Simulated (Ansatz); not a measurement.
## Electronic structure of BrH2OSi (SMILES O[SiH+]Br) (charge +1) in real space

```xyz
5

O    -1.1289   -0.1371   -0.3600
Si    0.3184    0.3287    0.0204
Br    1.7712   -0.9235    0.8834
H    -1.5411   -1.0046   -0.2627
H     0.5805    1.7365   -0.2811
```

Geometry: PBE0-D4/def2-TZVP.

All numbers below come from Ansatz 0.2.0, RKS PBE0-D4/def2-TZVPP.

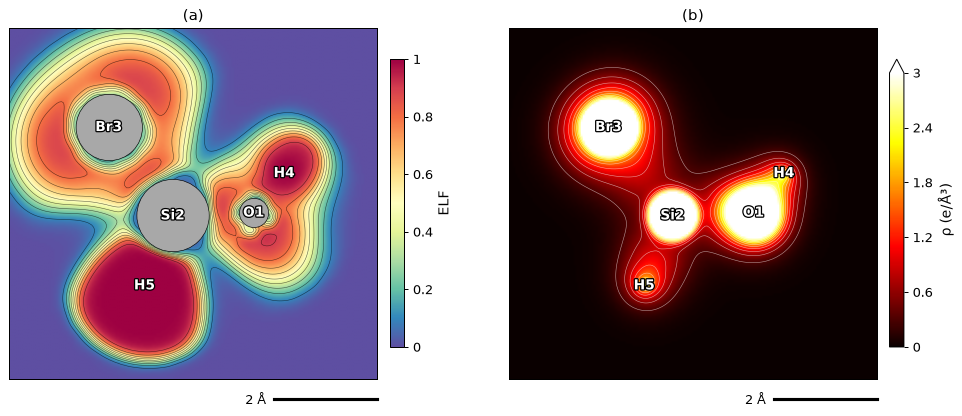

Figure 1. (a) ELF; (b) total electron density on the molecular plane. Grey discs cover the atomic cores in the ELF map.

### Interpret the plot.

The section cuts through O, Si, Br and H sites. Si–O (1.57 Å): the density is about 1.4 e/Å³ at the midpoint; the ELF peaks at about 0.85 between the atoms (a short, strongly polar bond). Si–Br (2.10 Å): ρ at the midpoint is about 0.95 e/Å³; the ELF peaks at about 0.85 between the atoms; a polar covalent bond. O–H (0.97 Å): ρ at the midpoint is about 3.8 e/Å³; the ELF climbs to about 1 towards the hydrogen, as it does in any bond to H (a covalent bond by its length). Si–H (1.46 Å): ρ is about 0.89 e/Å³ halfway; the ELF climbs to about 1 towards the hydrogen. The ELF also peaks beside O1 and Br3, away from the bonds: lone-pair regions.

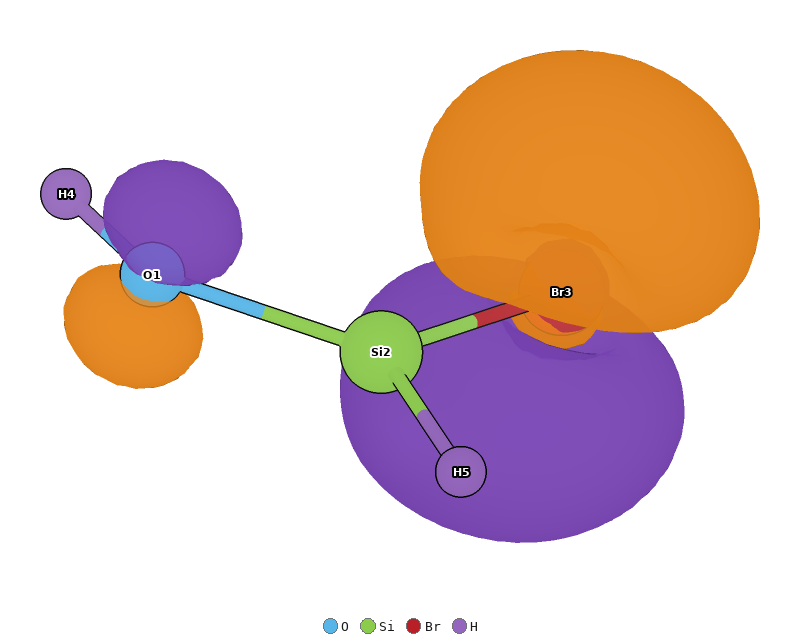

Figure 2. The HOMO−1 at ±0.15 Å⁻³ᐟ² (orange and purple are the two phases), seen at an oblique angle.

### Where does this orbital lie, and at what energy?

By Hirshfeld shares it lies mainly on Br3 (about 80 %); it changes sign across the molecular plane (π type). Its energy is −15.38 eV.

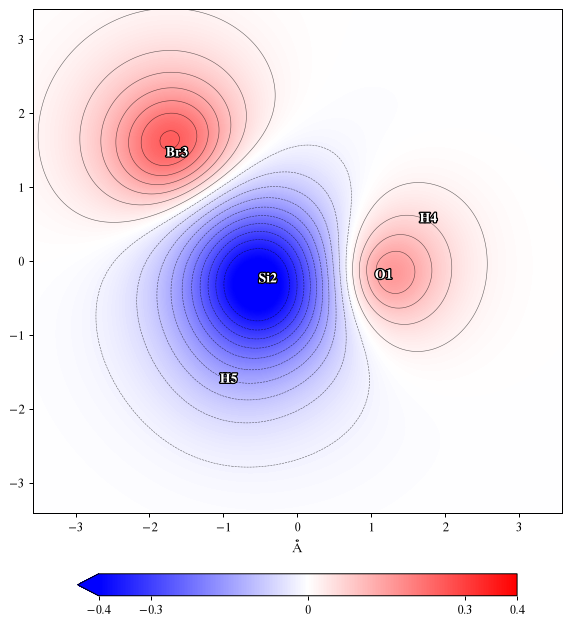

Figure 3. One frontier orbital on a plane 0.8 Å above the molecular plane (values in Å⁻³ᐟ²; the overall sign is arbitrary).

### Which orbital is it: HOMO or LUMO?

The LUMO, at −8.13 eV. By Hirshfeld shares it lies mainly on Si2 (about 65 %), Br3 (about 20 %) and O1 (about 10 %); it changes sign across the molecular plane (π type).
